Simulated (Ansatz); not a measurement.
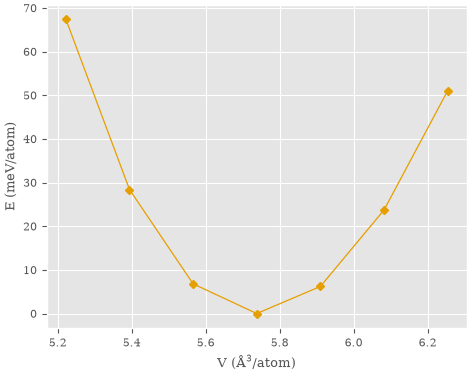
Figure. BN (zinc blende, F-43m) under volume change, DFT-LDA in the program Ansatz with PAW potentials, scaled uniformly.

What does a third-order Birch–Murnaghan fit give for V₀, B₀ and B′?

V₀ = 5.74 Å³/atom, B₀ = 402 GPa, B′ = 3.6.

The cell was relaxed with LDA under the symmetry of its start; phonons on a q-mesh show no instability.

Potentials: the later of the program's two PAW sets.
